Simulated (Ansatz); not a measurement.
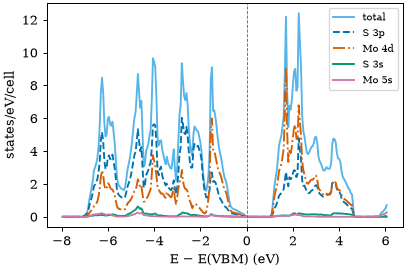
Figure. Total and projected density of states of MoS$_{2}$ in space group P6_3/mmc (No. 194; Mo on 2c, S on 4f), r²SCAN+D4 (plane waves, PAW; program Ansatz)

Problem. Which orbitals carry the states next to the gap?

Solution. Top 1 eV of the valence band: Mo 4d 65 %, S 3p 31 %. Bottom 1 eV of the conduction band: Mo 4d 65 %, S 3p 30 %. Projections are on Löwdin-orthogonalised atomic valence shells; empty p or d shells of many metals are not among them.

Problem. Where is the tallest occupied peak in this window, and what makes it?

Solution. Near -4.0 eV, about 9.7 states/eV per cell; the largest projected share is S 3p.

Symmetry was held in the r²SCAN+D4 relaxation. The run is not spin-polarised. Scalar-relativistic: spin–orbit coupling is off unless named, which matters more the heavier the elements.

Potentials: the later of the program's two PAW sets.
